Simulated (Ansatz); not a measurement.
CH8OSi: single-point calculation

The run: single-point calculation of CH8OSi, SMILES O.C[SiH3]. Method and program: RKS PBE0-D4/def2-TZVPPD (Ansatz 0.2.0).

The geometry: rigid move from PBE0-D4/def2-TZVP.

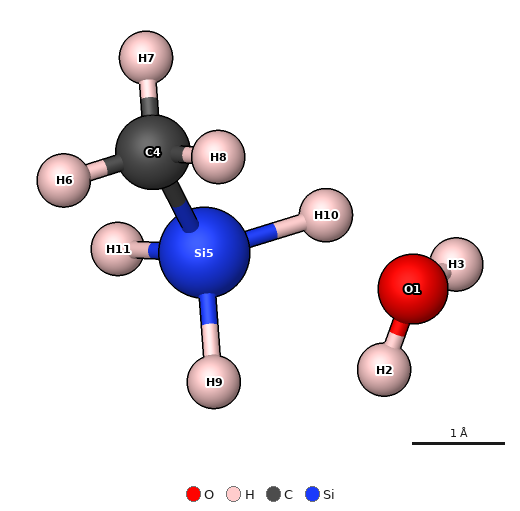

The structure (ball-and-stick view, seen at a tilt; atoms are numbered from 1 in the order of the input). Bond lengths as drawn: C–H 1.09 Å, C–Si 1.87 Å, H–O 0.96 Å and H–Si 1.49 Å.

## Results in brief

- outcome: converged
- total energy: −11087.0444 eV
- mean-field energy: −11086.9166 eV
- dispersion energy: −0.1277 eV
- SCF solution under orbital rotations: stable
- HOMO: −9.02 eV
- LUMO: −0.11 eV
- hardware: 4 threads of Intel Xeon, 15 GiB of memory available, shared host
- wall time: 1.5 s (CPU time 5.1 s)
- peak memory: 0.55 GiB

## The input
```yaml
crystal:
  periodic: [false, false, false]
  atoms:
    - {symbol: O, position_ang: [-0.186254, -0.096164, -2.410669]}
    - {symbol: H, position_ang: [0.646636, -0.568494, -2.334546]}
    - {symbol: H, position_ang: [-0.859037, -0.755704, -2.223961]}
    - {symbol: C, position_ang: [-0.084140, 1.129485, 0.687390]}
    - {symbol: Si, position_ang: [0.149600, -0.720641, 0.724051]}
    - {symbol: H, position_ang: [0.783197, 1.639072, 1.112939]}
    - {symbol: H, position_ang: [-0.965144, 1.421139, 1.263430]}
    - {symbol: H, position_ang: [-0.214207, 1.460586, -0.344665]}
    - {symbol: H, position_ang: [1.351617, -1.131929, -0.055543]}
    - {symbol: H, position_ang: [-1.028001, -1.428758, 0.146792]}
    - {symbol: H, position_ang: [0.330301, -1.217351, 2.116089]}
basis:
  gaussian: {orbitals: "def2-TZVPPD.json"}
hamiltonian: {xc: pbe0, dispersion: d4}
output: {orbitals: {seedname: orbitals}}
```

Command:
```bash
ansatz run in.yaml --threads 4 --pin off --events-out ev --progress --plain --max-ram 9574MiB
```

## What the program printed
```
Functional definition: PBE0
  name "PBE0"
  cite "Adamo & Barone, J. Chem. Phys. 110, 6158 (1999) doi:10.1063/1.478522"
  cite "Perdew, Burke & Ernzerhof, Phys. Rev. Lett. 77, 3865 (1996) doi:10.1103/PhysRevLett.77.3865"
  parent pbe
  parameter a = 0.25
  parameter kappa = 0.804
  parameter beta = 0.06672455060314922
  exchange = (1 - a)*pbe_x(kappa = kappa, mu = beta*pi^2/3) + a*exact_x
  correlation = pbe_c(beta = beta)
1152 factors; their error is unknown
mean field evaluation 1: about -11078.3601 eV, gradient 6.7e1 eV
mean field evaluation 2: about -11070.0496 eV, gradient 9.2e1 eV
mean field evaluation 4: about -11086.8631 eV, gradient 4.4e0 eV
mean field evaluation 8: about -11086.9166 eV, gradient 5.0e-2 eV
mean field -11086.91660662 eV, -407.4366703111 hartree, gradient 4.6e-5 eV, S^2 0.000000; 0 other end points of the search recorded, 0 dependent functions left out
reference -11086.91664735 eV, -407.4366718081 hartree; 18, 18 occupied and 243, 243 virtual orbitals, 1152 factors
Total energy: -11087.04435866 eV, -407.4413651123 hartree
```

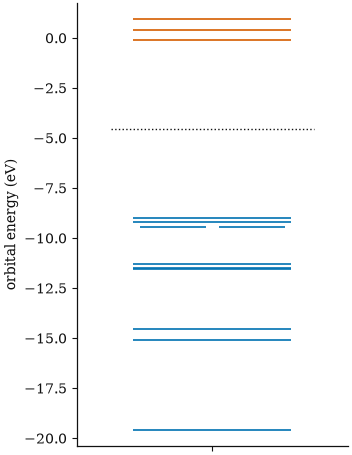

Orbital energies near the frontier; the dotted line parts filled from empty levels, and levels within 0.02 eV of each other stand side by side. Highest filled −9.02 eV, lowest empty −0.11 eV, 8.91 eV apart.
